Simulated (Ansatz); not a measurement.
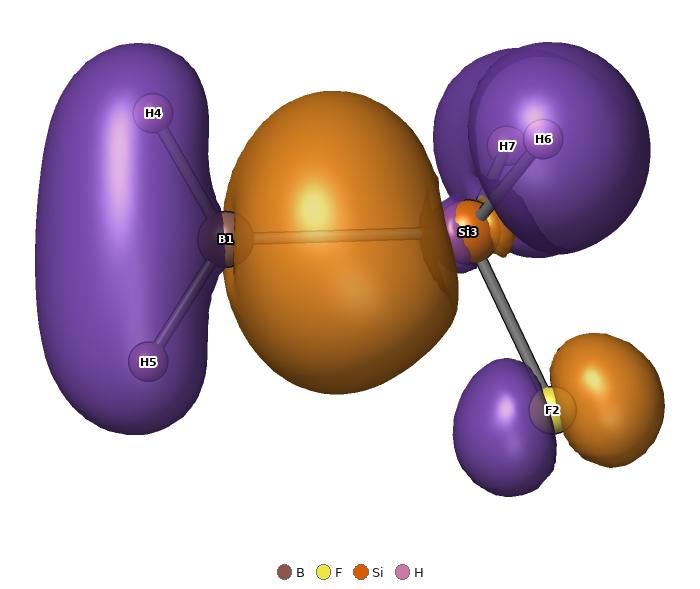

BFH4Si. The HOMO at ±0.1 Å⁻³ᐟ² (orange and purple are the two phases), seen across its widest extent.

Geometry: B3LYP/6-31G*.

Computed with isolated molecule in a Gaussian basis; Kohn-Sham density functional theory, functional PBE0 in Ansatz.

```yaml
atoms:
  - { symbol: B, position_ang: [-1.6148, 1.3452, -0.3388] }
  - { symbol: F, position_ang: [-0.2562, -0.6076, 1.5693] }
  - { symbol: Si, position_ang: [-0.7497, -0.4306, 0.0328] }
  - { symbol: H, position_ang: [-2.0134, 1.5597, -1.4470] }
  - { symbol: H, position_ang: [-1.7590, 2.2082, 0.4740] }
  - { symbol: H, position_ang: [0.4389, -0.5987, -0.8548] }
  - { symbol: H, position_ang: [-1.7146, -1.5286, -0.2702] }
```

Question: Where does this orbital lie, and at what energy?

Answer: It lies mainly on B1 (about 35 %), Si3 (about 35 %), F2 (about 5 %), H6 (about 5 %), H7 (about 5 %) and H5 (about 5 %). Its energy is −8.55 eV.
